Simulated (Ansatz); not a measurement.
Electronic density of states of amorphous hafnium silicate (Hf₁₈O₃₈Si), density 8.61 g/cm³, on a 2×2×2 Γ-centred mesh with a Gaussian width of 0.1 eV; energies count from the Fermi level, whose place inside the gap is arbitrary. Cell and mesh are small, so fine structure isn't converged. The numbers are results of PBE, scalar-relativistic without spin-orbit coupling (plane waves to 420 eV, PAW; Ansatz, a quantum-chemistry and plane-wave program), not measurements. Sampling: a 2×2×2 Γ-centred mesh; Fermi-Dirac width 0.02 eV; no spin polarisation. At PBE the levels at the filled edge of the gap are localised (band-tail or defect states), and the nearest spread-out levels lie 4.1 eV apart at the zone centre.

Preparation: random packing, a CHGNet melt and quench, and a DFT relaxation. O atoms were pushed apart under 1.9 Å during the dynamics, to hinder bonds among them. The hot cell started wider than the set density and was brought back towards it in steps. It is the lowest in DFT energy of 2 quenches. It is a model cell: composition and starting density were chosen by hand, and all elements were melted together. No dispersion term was used. Its density started from a set value of 8.61 and ended at 8.61 g/cm³. Cooling (nominally 450 K/ps over its main leg) ran many orders faster than in experiment, which tends to leave more defects and strain. A cell of this size samples the disorder only roughly. The volume was held where the preparation left it and the shape relaxed, at a PBE pressure of -0.9 GPa (tension). Stress components on the final sampling reach 0.9 GPa.

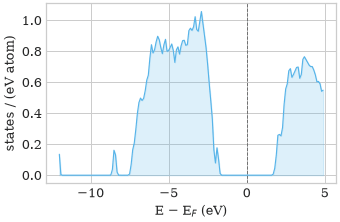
*Density of states per atom*

The level gap on this mesh is 3.72 eV; the broadening fills part of it in the curve.
